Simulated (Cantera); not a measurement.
Input: 1 mol CH3SiCl3, 0.45 mol C3H8, a varied amount of H2, at 925 K and 0.180 bar.

Cantera equilibrium calculation (NASA polynomials, part measured and part estimated; ideal gas, pure solids and liquids). Candidate condensed phases: C, C6H6, C7H8, C8H18, Si, SiC; 109 gas species. The feed counts by its element totals alone. The tables' values for SiCl3 are old estimates; treat these amounts as uncertain. The numbers say what is thermodynamically allowed, not how fast it happens.

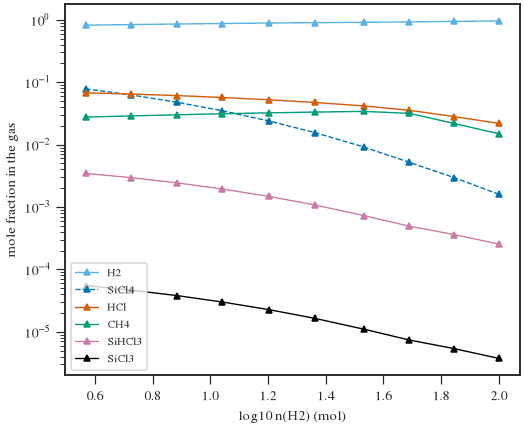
Figure. Equilibrium gas composition (values under 1e-9 drawn at 1e-9)

Question: Read off the mole fractions at 11 mol H2.

Answer: H2 about 0.87, HCl about 0.057, SiCl4 about 0.035, CH4 about 0.031, SiHCl3 about 0.0019, SiCl3 about 3.0e-5.
